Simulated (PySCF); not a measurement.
Input file:

```
{"job": {"kind": "uv", "xc": "CAM-B3LYP", "basis": "def2-SVPD", "nstates": 8, "ntriplets": 3}, "charge": 0, "multiplicity": 1}
Cl     2.724471     2.132533     0.697831
Si     2.329673     0.262433     0.065875
N      0.634004     0.117135    -0.033110
C     -0.357877     0.932716     0.652658
C     -1.685497     0.508416     0.034738
C     -1.460809    -0.982943    -0.197258
C     -0.008267    -1.023193    -0.667644
H      2.904412     0.076610    -1.265590
H      2.957698    -0.650457     1.030843
H     -0.360500     0.722133     1.730195
H     -0.143428     1.993074     0.513152
H     -2.531994     0.716283     0.685875
H     -1.835778     1.017639    -0.917835
H     -2.143913    -1.411223    -0.928064
H     -1.567413    -1.524891     0.743678
H      0.491069    -1.956976    -0.397190
H      0.047152    -0.917259    -1.758062
```

Run with:

```sh
OMP_NUM_THREADS=1 python probes_run.py task.json out
```

Geometry: GFN2-xTB.

Level of theory: CAM-B3LYP/def2-SVPD, SCF density, gas phase (PySCF).

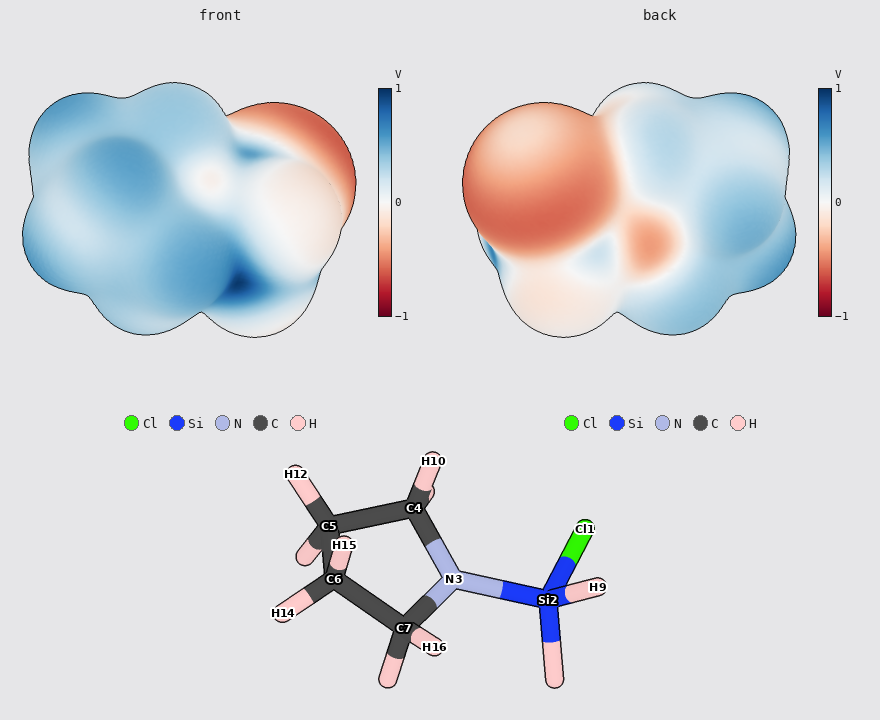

C4H10ClNSi (SMILES Cl[SiH2]N1CCCC1). The molecular electrostatic potential painted on the density surface at 0.001 e/bohr³, seen from the front and from behind; the colour scale runs from red (negative) to blue (positive). The bare structure is drawn below in the same view.

Where is the surface potential most negative and most positive?

Answer. The most negative region (about −0.6 V) lies over Cl1, the most positive (about +0.8 V) over Si2.

What dipole moment does the calculation give?

Answer. Its dipole moment is 2.32 D.
